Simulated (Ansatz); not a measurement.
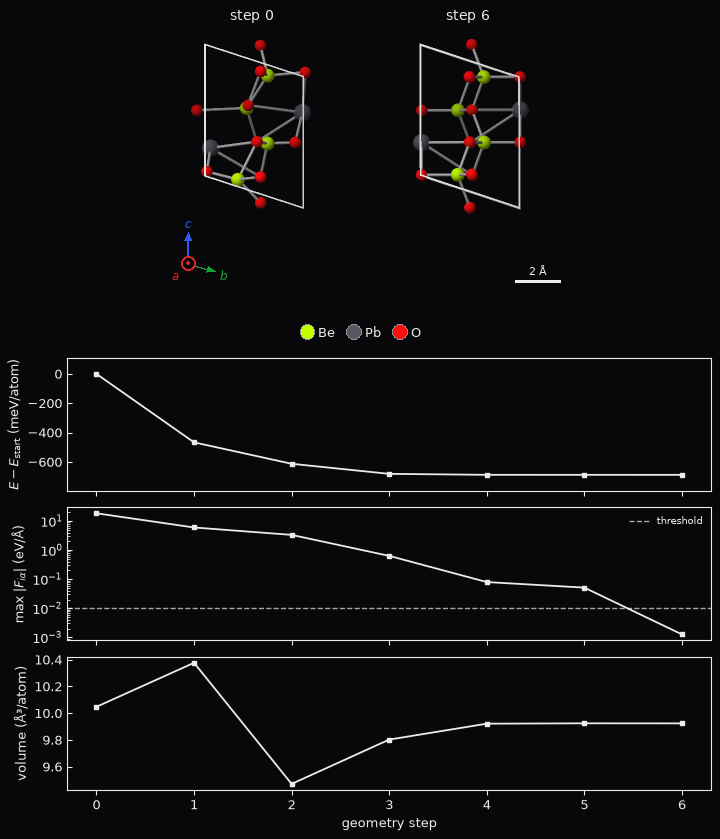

First and last geometry of a relaxation of solid Be2PbO3 (built on the Cu2GeS3-44 type type), with the history of the run. Style: ball-and-stick. Shown: the cell of the calculation, reduced to other axes, along the a axis. Lengths and directions refer to the drawn axes.

Case: shaken.

All numbers below come from DFT, PBEsol, plane waves, PAW in Ansatz.

Input
```yaml
crystal:
  lattice:
    - [-1.4510535743, 4.4477198569, 2.2291756957]
    - [1.4956760549, -4.468671309, 2.3003487494]
    - [2.9725546169, 8.9607171505, -4.5417571134]
  atoms:
    - { symbol: Be, position: [0.4444312524, 0.2159040283, 0.053306508] }
    - { symbol: Be, position: [0.0234295988, 0.1906485733, 0.4013678546] }
    - { symbol: Pb, position: [0.7004826157, 0.0948196099, 0.2254270434] }
    - { symbol: O, position: [0.1661295235, -0.1402965729, 0.1290396862] }
    - { symbol: O, position: [0.6334200922, -0.1191186098, 0.3879560461] }
    - { symbol: O, position: [0.3062886504, 0.3593023815, 0.0365688599] }
    - { symbol: Be, position: [0.3793601405, 0.1927054179, 0.6186265039] }
    - { symbol: Be, position: [0.0468888361, 0.2474117165, 0.918569565] }
    - { symbol: Pb, position: [0.6394215944, 0.0950388119, 0.7232473178] }
    - { symbol: O, position: [0.1294400242, -0.0224796152, 0.6441063311] }
    - { symbol: O, position: [0.686707999, -0.0142085881, 0.9328020051] }
    - { symbol: O, position: [0.177846711, 0.2169228565, 0.478140685] }
kpoints:
  mp_grid: { grid: [8, 8, 8] }
hamiltonian:
  xc: pbesol
scf:
  occupations: { method: fermi_dirac, width: 0.05 }
relax:
  f_tol: 0.01
  cell: {}
  max_steps: 120
```

Did the run converge, and what did it change?

The run was cut off at its time limit before the program reported convergence, but its last step already meets the force threshold: the largest component is 0.0013 eV/Å against 0.01 eV/Å. The pressure is within 0.01 GPa of its target. O12 moves most relative to the cell: 0.45 Å along [0 3 1]. By element the largest moves are O 0.45 Å, Be 0.37 Å, Pb 0.32 Å. The volume changes by −1.2 %, with a 4.530 → 4.492 Å (−0.8 %), b 5.182 → 5.215 Å (+0.6 %), c 5.964 → 5.932 Å (−0.5 %), α 105.8° → 106.5°, β 91.1° → 90.0°, γ 115.0° → 115.5°. Some distances before and after: Be7–O12 2.278 → 1.650 Å, Be7–O10 1.176 → 1.631 Å, Be1–O4 2.063 → 1.631 Å, Be2–O10 2.166 → 1.749 Å. New bonds form: Be2–O10 (2.17 → 1.75 Å). Bond angles that change, for instance: O6–Be1–O11 140.7° → 105.1°, O4–Be1–O5 85.9° → 105.7°, O5–Be7–O10 123.7° → 105.7°. The space group (tolerance 0.01 Å) goes from P1 (No. 1) to Imm2 (No. 44). The energy falls by 688 meV per atom in 6 geometry steps. Largest force component: 19 eV/Å at the start, 0.0013 eV/Å at the end. Pressure: 24.55 GPa at the start and 0.00 GPa at the end.
